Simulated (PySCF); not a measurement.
**doublet [C2H2F2]−: levels of theory compared**

We compute a comparison of 6 runs (UHF/STO-3G, UB3LYP/6-31G*, U-wB97X/6-311+G**, UB2PLYP/6-311+G**, UM06-L/6-311+G**, USCS-MP2/6-311+G**) of doublet [C2H2F2]−. 

The calculation is run with PySCF 2.14.0.

2 further runs of the same task are left out: 1 that didn't finish, 1 set aside as unsound or not needed.

## (1) Starting point

The species is [C2H2F2]− (6 atoms), meant as a doublet with charge -1. As SMILES of the parent species, `F/C=C\F`. The shape is that of a GFN2-xTB optimisation. That shape belongs to the parent species and isn't relaxed for this state.

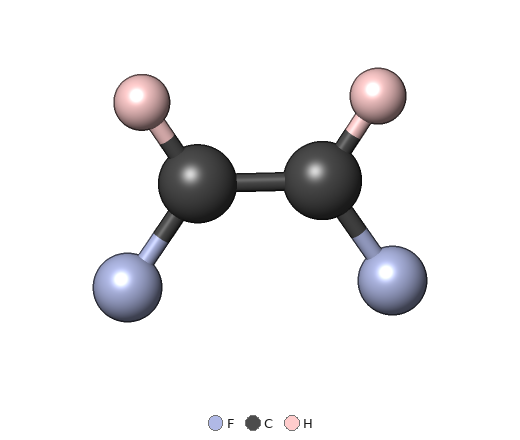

The structure, seen from a chosen angle (fluorine light blue, carbon dark grey, hydrogen pink).

## (2) The energy at UHF/STO-3G (run 1)

Input file job.py:

```python
from pyscf import gto, scf

mol = gto.M(
    atom='''
F      0.192360    -0.836360    -1.520840
C      0.405210     0.027280    -0.525710
C     -0.327390     0.076410     0.572410
F     -1.362570    -0.733090     0.808990
H      1.239650     0.687180    -0.705780
H     -0.147270     0.778580     1.370930
''',
    spin=1,
    charge=-1,
    max_memory=1860,
    basis='sto-3g',
    verbose=3,
)

mf = scf.UHF(mol)
mf.conv_tol = 1e-10
mf.kernel()
if not mf.converged:
    mf = mf.newton().run(mf.mo_coeff, mf.mo_occ)

etot = mf.e_tot
print('E(%s) = %.9f' % ('HF', etot))
```

The run is started by

```sh
$ OMP_NUM_THREADS=1 python job.py
```

The program printed:

```text
converged SCF energy = -271.70596587076  <S^2> = 0.75621265  2S+1 = 2.006203
E(HF) = -271.705965871
```

Run time: 0.62 s. Hardware: 1 thread of Arm Neoverse V1, shared host; peak memory 0.099 GiB.

## (3) A single-point energy at UB3LYP/6-31G(d) (spherical functions) (run 2)

Input file input.xyz:

```xyz
6

F      0.192360    -0.836360    -1.520840
C      0.405210     0.027280    -0.525710
C     -0.327390     0.076410     0.572410
F     -1.362570    -0.733090     0.808990
H      1.239650     0.687180    -0.705780
H     -0.147270     0.778580     1.370930
```

Input file calc.py:

```python
from pyscf import gto, dft

mol = gto.M(
    atom='input.xyz',
    spin=1,
    charge=-1,
    verbose=4,
    basis='6-31g*',
    max_memory=1860,
)

ks = dft.UKS(mol)
ks.xc = 'b3lyp'
ks.grids.level = 5
ks.conv_tol = 1e-10
ks.kernel()
if not ks.converged:
    ks = ks.newton().run(ks.mo_coeff, ks.mo_occ)

e_final = ks.e_tot
print('E = %.10f Eh' % e_final)
```

The run is started by

```sh
$ OMP_NUM_THREADS=1 python calc.py
```

The program printed:

```text
PySCF version 2.14.0

[... 55 lines left out ...]
WARN: HOMO -0.0227530027676845 >= LUMO -0.0227530027676841
[... 42 lines left out ...]
converged SCF energy = -276.902622677152  <S^2> = 0.75316949  2S+1 = 2.003167
E = -276.9026226772 Eh
```

Wall time 16 s (1 thread of Arm Neoverse V1, shared host); peak memory 0.34 GiB.

Runs 3 to 5 aren't shown in full; the table further down has their settings and results.

## (4) A single-point energy at USCS-MP2/6-311+G(d,p) (run 6)

Input file input.py:

```python
from pyscf import gto, mp

mol = gto.M(
    atom=[
    ('F', (0.192360, -0.836360, -1.520840)),
    ('C', (0.405210, 0.027280, -0.525710)),
    ('C', (-0.327390, 0.076410, 0.572410)),
    ('F', (-1.362570, -0.733090, 0.808990)),
    ('H', (1.239650, 0.687180, -0.705780)),
    ('H', (-0.147270, 0.778580, 1.370930)),
],
    basis='6-311+g**',
    max_memory=1860,
    verbose=4,
    spin=1,
    charge=-1,
)

hf = mol.UHF()
hf.conv_tol = 1e-10
hf.kernel()
if not hf.converged:
    hf = hf.newton().run(hf.mo_coeff, hf.mo_occ)

pt = mp.MP2(hf, frozen=4).run()
e_final = hf.e_tot + 1.2 * pt.e_corr_os + pt.e_corr_ss / 3
print('Final energy', e_final)
```

The run is started by

```sh
$ OMP_NUM_THREADS=1 python input.py
```

The program printed:

```text
PySCF version 2.14.0

[... 122 lines left out ...]
converged SCF energy = -275.74307047249  <S^2> = 0.75085085  2S+1 = 2.0008507
[... 1 line left out ...]
******** <class 'pyscf.mp.ump2.UMP2'> ********
nocc = (np.int64(13), np.int64(12)), nmo = (96, 96)
frozen orbitals 4
E(UMP2) = -276.436364082126  E_corr = -0.693293609635879
E(SCS-UMP2) = -276.415572333236  E_corr = -0.672501860745892
E_corr(same-spin) = -0.183981312481342
E_corr(oppo-spin) = -0.509312297154537
Final energy -276.41557233323607
```

Wall time 5.7 s (1 thread of Arm Neoverse V1, shared host); peak memory 0.28 GiB.

## (5) All runs side by side

| run | level | integration grid | frozen core orbitals | energy (Eh) | HOMO energy (eV) | LUMO energy (eV) | ⟨S²⟩ | wall time |
| --- | --- | --- | --- | --- | --- | --- | --- | --- |
| 1 | UHF/STO-3G | – | – | -271.705966 | 6.71 | 20.67 | 0.756 | 0.62 s |
| 2 | UB3LYP/6-31G* (spherical functions) | 5 | – | -276.902623 | 6.58 | 9.59 | 0.753 | 16 s |
| 3 | U-wB97X/6-311+G** | 5 | – | -277.012105 | 1.50 | 4.90 | 0.751 | 83 s |
| 4 | UB2PLYP/6-311+G** | 5 | 4 | -276.875427 | 2.19 | 4.19 | 0.750 | 40 s |
| 5 | UM06-L/6-311+G** | 5 | – | -277.034841 | 2.87 | 3.36 | 0.752 | 1.7 min |
| 6 | USCS-MP2/6-311+G** | – | 4 | -276.415572 | 1.70 | 5.03 | 0.751 | 5.7 s |

## (6) What came out

```
                                                         quantity          value
                                              run 6: total energy  -276.41557 Eh
run 6: HOMO energy (Hartree–Fock orbitals) (highest over α and β)        1.70 eV
 run 6: LUMO energy (Hartree–Fock orbitals) (lowest over α and β)        5.03 eV
               run 6: correlation energy (4 core orbitals frozen)     -672.5 mEh
                         run 6: ⟨S²⟩ of the reference determinant          0.751
```

What this shows: Totals of different functionals can't be ranked against each other. In runs 1, 2, 3, 4, 5, 6 the HOMO lies above zero, so the outermost electron may be held by the basis alone. In run 1 the basis is minimal, so the values are rough. All runs together took 4.1 min, the longest 1.7 min.
